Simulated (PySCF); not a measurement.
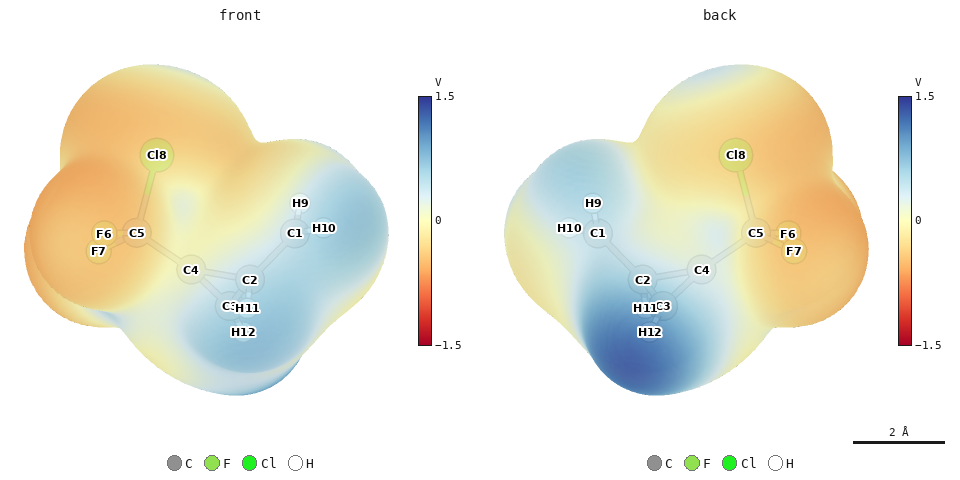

Figure. C$_{5}$H$_{4}$ClF$_{2}$ (doublet). The molecular electrostatic potential painted on the density surface at 0.001 e/bohr³, seen from the front and from behind; red is negative and blue positive.

Geometry: GFN2-xTB.

Theory: PySCF, UKS B3LYP, pcH-1 on C Cl F H, non-relativistic, mean-field spin-orbit, GIAO.

```xyz
12

C    -1.8696   -0.0225    0.4487
C    -0.7311    0.8211    0.3009
C    -0.0684    0.9710   -1.0697
C     0.5906    0.2337   -0.2252
C     1.6559   -0.7185    0.0659
F     2.2552   -0.4937    1.2504
F     2.6415   -0.6908   -0.8541
Cl    0.9771   -2.3936    0.1104
H    -2.0083   -0.8653   -0.2007
H    -2.5958    0.1649    1.2143
H    -0.6541    1.6539    0.9919
H    -0.1918    1.3391   -2.0589
```

> Where is the surface potential most negative and most positive?

The most negative region (about −0.6 V) lies over F6 and F7, the most positive (about +1.3 V) over H12. Cl8 shows a σ-hole: about +0.3 V at the tip opposite its bond, against about −0.3 V on its flanks.
